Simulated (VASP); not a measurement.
# Mo: the relaxed cell at several levels

Which functional gives the lattice of Mo as experiment finds it, and is a dearer one worth its cost? The levels: PBE, LDA, r2SCAN and PBE + D3(BJ). The start is a cell from a database of measured crystal structures.

Method: PBE; plane waves and PAW (Mo_sv), in the first sound run; inputs show where later runs differ, in VASP 6.6.1.

The experiments to compare with:

“Anisotropic Resistivity Size Effect in Epitaxial Mo(001) and Mo(011) Layers” (2023, pmc:10052566) quotes from earlier work for Mo, body-centred cubic (bulk Mo, literature value): lattice constant a (cubic lattice constant, literature experiment) 3.147 Å [literature experimental value used as input for the DFT calculation; temperature not …].

Report form: the programs' logs are mostly left out.

**1. Set-up**

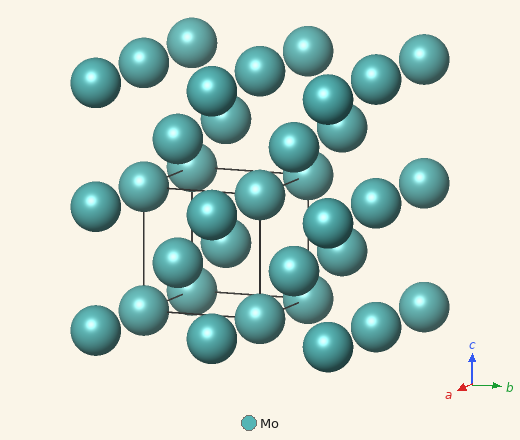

Start, viewed slightly off an axis; molybdenum teal. 2×2×2 cells are drawn. This picture shows the conventional cell, with its axes. Some periodic images of atoms are drawn too.

Coordinates:

```xyz
1
Lattice="-1.5734 1.5734 1.5734 1.5734 -1.5734 1.5734 1.5734 1.5734 -1.5734" Properties=species:S:1:pos:R:3 pbc="T T T"
Mo    0.0000    0.0000    0.0000
```

**2. Relaxation with PBE**

The start need not lie at this functional's minimum. ISIF = 3 frees volume, shape and positions, and EDIFFG sets the threshold on forces and stress at which the search stops. PBE, the usual starting point, adds the gradient of the density.

INCAR

```
SYSTEM = Mo
PREC = Accurate
ENCUT = 520
EDIFF = 1E-06
NELM = 100
ISMEAR = -1
SIGMA = 0.05
LREAL = .FALSE.
ALGO = Normal
GGA = PE
NBANDS = 13
LASPH = .TRUE.
LORBIT = 11
LWAVE = .FALSE.
LCHARG = .FALSE.
KPAR = 2
IBRION = 2
NSW = 60
ISIF = 3
EDIFFG = -0.01
```

POSCAR

```
Mo
1.0
   -1.5734150000      1.5734150000      1.5734150000
    1.5734150000     -1.5734150000      1.5734150000
    1.5734150000      1.5734150000     -1.5734150000
Mo
1
Direct
    0.0000000000      0.0000000000      0.0000000000
```

KPOINTS

```
Automatic mesh
0
Gamma
10 10 10
0 0 0
```

The projector-augmented-wave data sets are Mo_sv (PBE family, release 64).

Command:

```bash
mpirun -np 2 vasp_std
```

It took 6.6 s on 2 MPI ranks of AMD EPYC 9R45, shared host; peak memory 0.22 GiB; 12 s of CPU time.

The k-mesh is coarse for a metal. The run keeps the 48 symmetry operations of its start, so it cannot find a distortion of lower symmetry.

Step by step:

```tsv
step	energy less that of the first step (eV)	largest force (eV/Å)	pressure (GPa)	volume (Å³)
1	0.0000	0.0000	3.61	15.58
2	0.0139	0.0000	-8.60	16.39
3	-0.0024	0.0000	-0.04	15.80
```

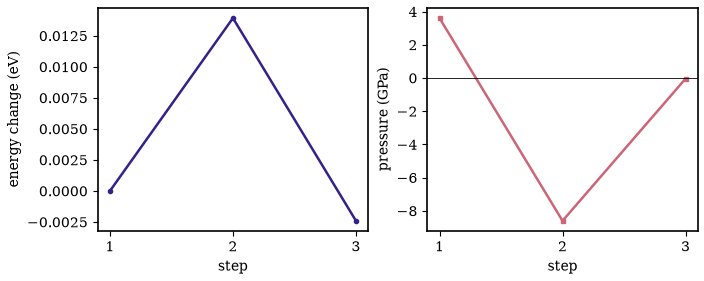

Energy and pressure along the relaxation.

```tsv
conventional cell, symmetrised	before	after	change
a (Å)	3.147	3.162	+0.5 %
b (Å)	3.147	3.162	+0.5 %
c (Å)	3.147	3.162	+0.5 %
volume (Å³/atom)	15.58	15.80	+1.4 %
```

The relaxed structure:

```cif
data_structure
_symmetry_space_group_name_H-M 'P 1'
_symmetry_Int_Tables_number 1
_cell_length_a 2.7380
_cell_length_b 2.7380
_cell_length_c 2.7380
_cell_angle_alpha 109.471
_cell_angle_beta 109.471
_cell_angle_gamma 109.471
_cell_volume 15.80
loop_
_atom_site_label
_atom_site_type_symbol
_atom_site_fract_x
_atom_site_fract_y
_atom_site_fract_z
_atom_site_occupancy
Mo1 Mo 0.00000 0.00000 0.00000 1
```

Numbers from this step:

| Quantity | Value |
| --- | --- |
| electrons | 14 |
| bands | 13 |
| irreducible k-points | 47 |
| symmetry operations | 48 |
| free energy (TOTEN) | -10.92 eV |
| energy at zero smearing | -10.92 eV |
| Fermi energy | 12.53 eV |
| pressure | -0.03789 GPa |
| metallic | yes |
| SCF cycles over all ionic steps | 25 |

It ends with forces that vanish by symmetry and a pressure of -0.04 GPa. The volume lies +1.4 % from that of the database's start. The conventional cell has a = 3.162 Å.

**3. Relaxation with LDA**

This step: LDA; plane waves and PAW (Mo_sv) (VASP 6.6.1).

LDA, the lowest rung, knows the local density alone.

Changes to INCAR since step 2:

```diff
@@ -9,3 +9,3 @@
 ALGO = Normal
-GGA = PE
+GGA = CA
 NBANDS = 13
```

POSCAR is that of step 2.

KPOINTS is that of step 2.

Command:

```bash
mpirun -np 2 vasp_std
```

Elapsed: 6.6 s, on 2 MPI ranks; peak memory 0.21 GiB; 12 s of CPU time.

The PAW data sets were made with PBE, though LDA sets exist; this is a small mismatch.

The steps of the relaxation:

```tsv
step	energy less that of the first step (eV)	largest force (eV/Å)	pressure (GPa)	volume (Å³)
1	0.0000	0.0000	-8.54	15.58
2	0.1072	0.0000	31.87	13.78
3	-0.0133	0.0000	-0.31	15.11
4	-0.0133	0.0000	-0.07	15.10
```

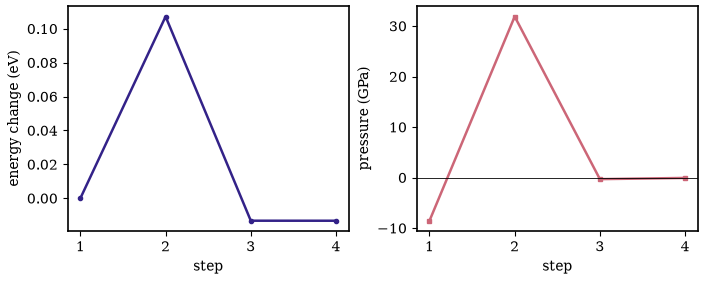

Energy and pressure along the relaxation.

```tsv
conventional cell, symmetrised	before	after	change
a (Å)	3.147	3.114	-1.0 %
b (Å)	3.147	3.114	-1.0 %
c (Å)	3.147	3.114	-1.0 %
volume (Å³/atom)	15.58	15.10	-3.1 %
```

The relaxed structure:

```xyz
1
Lattice="-1.5570 1.5570 1.5570 1.5570 -1.5570 1.5570 1.5570 1.5570 -1.5570" Properties=species:S:1:pos:R:3 pbc="T T T"
Mo    0.0000    0.0000    0.0000
```

This step gave:

```
free energy (TOTEN)             : -12.18 eV
energy at zero smearing         : -12.18 eV
Fermi energy                    : 13.03 eV
pressure                        : -0.07009 GPa
SCF cycles over all ionic steps : 31
```

It ends at 15.10 Å³/atom, -3.1 % from the start, with -0.07 GPa left. The conventional cell has a = 3.114 Å.

**4. Relaxation with r2SCAN**

This step: r2SCAN; plane waves and PAW (Mo_sv) (VASP 6.6.1).

r2SCAN adds the kinetic-energy density, costs more than a GGA and is run with LASPH.

Changes to INCAR since step 3:

```diff
@@ -9,5 +9,5 @@
 ALGO = Normal
-GGA = CA
+METAGGA = R2SCAN
+LASPH = .TRUE.
 NBANDS = 13
-LASPH = .TRUE.
 LORBIT = 11
```

POSCAR is that of step 3.

KPOINTS is that of step 3.

Command:

```bash
mpirun -np 2 vasp_std
```

Elapsed: 29 s, on 2 MPI ranks; peak memory 0.23 GiB.

The PAW data sets were made with PBE, which is usual practice but a small mismatch for other functionals.

Relaxation path:

```tsv
step	energy less that of the first step (eV)	largest force (eV/Å)	pressure (GPa)	volume (Å³)
1	0.0000	0.0000	1.83	15.58
2	0.0038	0.0000	-4.72	15.99
3	-0.0006	0.0000	0.00	15.69
```

```tsv
conventional cell, symmetrised	before	after	change
a (Å)	3.147	3.154	+0.2 %
b (Å)	3.147	3.154	+0.2 %
c (Å)	3.147	3.154	+0.2 %
volume (Å³/atom)	15.58	15.69	+0.7 %
```

Final coordinates:

```xyz
1
Lattice="-1.5771 1.5771 1.5771 1.5771 -1.5771 1.5771 1.5771 1.5771 -1.5771" Properties=species:S:1:pos:R:3 pbc="T T T"
Mo    0.0000    0.0000    0.0000
```

It ends at 15.69 Å³/atom, +0.7 % from the start, with 0.00 GPa left. The conventional cell has a = 3.154 Å.

**5. Relaxation with PBE + D3(BJ)**

This step: PBE with D3(BJ); plane waves and PAW (Mo_sv) (VASP 6.6.1).

A dispersion term adds the long-range attraction that semilocal functionals lack. D3 with Becke-Johnson damping keeps a finite attraction at short range.

Changes to INCAR since step 4:

```diff
@@ -9,5 +9,6 @@
 ALGO = Normal
-METAGGA = R2SCAN
+GGA = PE
+IVDW = 12
+NBANDS = 13
 LASPH = .TRUE.
-NBANDS = 13
 LORBIT = 11
```

POSCAR is that of step 4.

KPOINTS is that of step 4.

Command:

```bash
mpirun -np 2 vasp_std
```

Run time: 6.6 s. Hardware: 2 MPI ranks; peak memory 0.24 GiB; 12 s of CPU time.

Dispersion corrections of this kind ignore metallic screening and tend to overbind metals.

Step by step:

```tsv
step	energy less that of the first step (eV)	largest force (eV/Å)	pressure (GPa)	volume (Å³)
1	0.0000	0.0000	-4.10	15.58
2	0.0215	0.0000	12.78	14.70
3	-0.0031	0.0000	-0.07	15.34
```

```tsv
conventional cell, symmetrised	before	after	change
a (Å)	3.147	3.131	-0.5 %
b (Å)	3.147	3.131	-0.5 %
c (Å)	3.147	3.131	-0.5 %
volume (Å³/atom)	15.58	15.34	-1.5 %
```

The relaxed structure:

```
Mo
1.0
    -1.56542    1.56542    1.56542
     1.56542   -1.56542    1.56542
     1.56542    1.56542   -1.56542
Mo
1
Direct
  0.00000 0.00000 0.00000
```

It ends at 15.34 Å³/atom, -1.5 % from the start, with -0.07 GPa left. The conventional cell has a = 3.131 Å. Against plain PBE, the dispersion term moves a by -1.0 %.

**6. The cells as a table**

This step: relaxed cells at several levels; plane waves and PAW (VASP 6.6.1).

No new run; the numbers come from the runs before.

Lengths are those of the conventional cell; cost is the wall time of each run, as given at its step, times its ranks, without the set-up around it. Results by level, by row:

```tsv
level	volume (Å³/atom)	change from the start (%)	a (Å)	cost (core minutes)
PBE	15.8	1.4	3.162	0.22
LDA	15.1	-3.1	3.114	0.22
r2SCAN	15.69	0.7	3.154	0.967
PBE + D3(BJ)	15.34	-1.5	3.131	0.22
```

**7. What came out**

```
volume, PBE          : 15.80 Å³/atom
volume, LDA          : 15.10 Å³/atom
volume, r2SCAN       : 15.69 Å³/atom
volume, PBE + D3(BJ) : 15.34 Å³/atom
```

For Mo the levels give volumes between 15.10 Å³/atom (LDA) and 15.80 Å³/atom (PBE), a spread of 4.7 %, while the cost of the finished runs spans a factor of 4.4. Within 1 % of experiment on every length: PBE, r2SCAN and PBE + D3(BJ). The nearest, r2SCAN, took 4.4 times the core time of PBE and lowers the largest miss from 0.46 to 0.23 %. Thermal and zero-point expansion, often some tenths of a per cent in length, bear on this order: with the measured lengths lowered by an assumed 0.4 % the nearest becomes PBE + D3(BJ). The costs hold the number of ionic steps as well as the price of the functional. Adding D3(BJ) to PBE changes the volume by -2.9 % (a by -1.0 %). Pairwise corrections of the D and TS kind ignore the screening in a metal, so they may overbind here. Within 0.02 Å all end in space group Im-3m; the runs can't lower the symmetry of the start. The k-sampling is coarse for a metal, so the Fermi level, pressures and the shape of the cell carry errors. Each is a single relaxation on the plane waves of the start cell, so larger changes of volume carry a basis-set error that was not tested here.

Computed beside measured:

| quantity | measured | PBE | LDA | r2SCAN | PBE + D3(BJ) |
| --- | --- | --- | --- | --- | --- |
| lattice constant a (Å) | 3.147 | 3.162 (+0.5 %) | 3.114 (-1.0 %) | 3.154 (+0.2 %) | 3.131 (-0.5 %) |

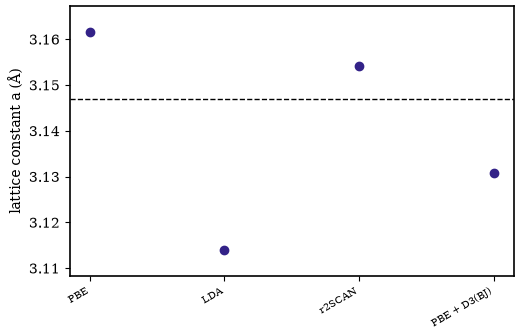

The lattice constant a by level; the dashed line is the measured value.

Measured values from pmc:10052566 (2023).

Verdict: For the lattice constant a, of the levels listed nearest comes r2SCAN (+0.2 %, good agreement) and farthest LDA (-1.0 %, fair agreement). The grades are ours: good and fair within 0.7 and 1.5 % for the lattice constant a. Zero-point motion and thermal expansion are not in the computed lattice constants.

[Lines on the potential files, build, host, timing and source positions are cut from VASP's logs without a mark.]

[Logs are printed without paths, hosts, clocks, repeated set-up lines and the standing remarks that a program may print on its own settings, such as how far it seeks lower states.]

[Hosts, paths, dates, database ids (printed as entryN), source tags and the programs' standing remarks are cut or masked in the printed files.]

[A measured line is paired with the nearest computed mode of its activity, which favours agreement.]
